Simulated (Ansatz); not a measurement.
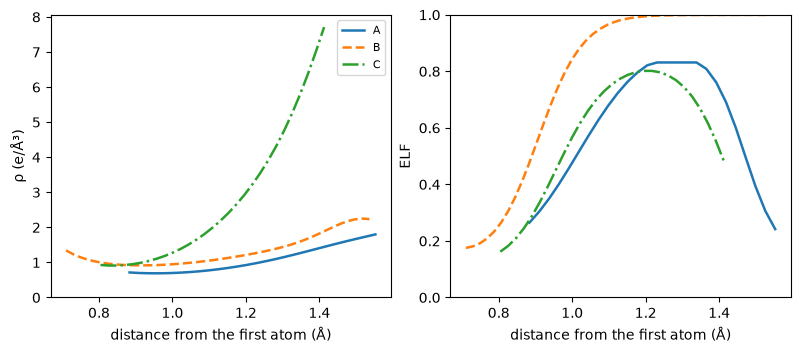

*ClF$_{2}$GeH. Total electron density and ELF along straight lines between neighbouring atoms. The curves leave out the atomic cores.*

The calculation used Ansatz, RKS PBE-D4/def2-SVP.

The calculation's input:

```
crystal:
  periodic: [false, false, false]
  atoms:
    - { symbol: Ge, position_ang: [0.266056, 0.0, 0.040006] }
    - { symbol: Cl, position_ang: [0.90045, 0.0, 2.127671] }
    - { symbol: H, position_ang: [1.747031, 0.0, -0.345953] }
    - { symbol: F, position_ang: [-0.702519, 1.376817, -0.377112] }
    - { symbol: F, position_ang: [-0.702519, -1.376817, -0.377112] }
basis:
  gaussian: { orbitals: def2-SVP }
hamiltonian:
  xc: pbe
  dispersion: d4
relax:
  f_tol: 0.03
  max_steps: 50
output:
  orbitals: {}
```

Command:

```sh
ansatz run input.yaml --threads 1 --pin off --max-ram 2048MiB --backend cpu --events-out ev --progress --plain --runs-dir out
```

The fields are those of the run's last geometry, not of the input's.

Which curve belongs to which contact (Ge–Cl, Ge–F and Ge–H)? The first atom named is at distance zero.

Curve A: Ge–Cl (2.14 Å): ρ is about 0.74 e/Å³ halfway; the ELF peaks at about 0.85 in the valence shell of Cl, 0.9 Å from its nucleus, and is about 0.65 at the midpoint. Curve B: Ge–H (1.54 Å): ρ is about 1.1 e/Å³ halfway; the ELF climbs to about 1 towards the hydrogen. Curve C: Ge–F (1.74 Å): ρ at the midpoint is about 0.92 e/Å³; the ELF peaks at about 0.80 in the valence shell of F, 0.5 Å from its nucleus, and is about 0.25 at the midpoint.
